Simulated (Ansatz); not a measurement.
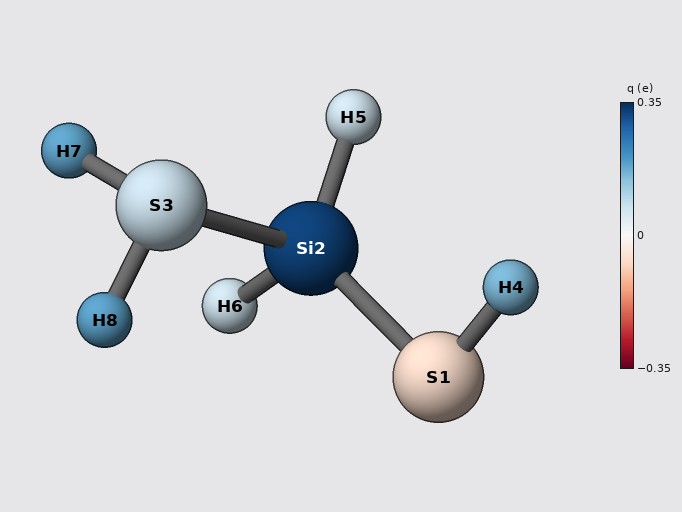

Atoms are coloured by their Mulliken charges. Charge +1, singlet. Computed geometry: PBE-D4/def2-SVP optimisation. No frequency run is at hand to confirm it as a minimum. Level of theory: RKS PBE-D4/def2-SVP (Ansatz 0.2.0).

> Which atom carries the highest charge (most positive or least negative)?

Si2 (0.32 e).

> And the lowest?

S1 (−0.06 e).

Give the Mulliken charges atom by atom.

| atom | value (e) |
| --- | --- |
| S1 | −0.06 |
| Si2 | 0.32 |
| S3 | 0.07 |
| H4 | 0.16 |
| H5 | 0.07 |
| H6 | 0.07 |
| H7 | 0.18 |
| H8 | 0.19 |

Mulliken values depend strongly on the basis set and can even reverse the polarity of a bond.
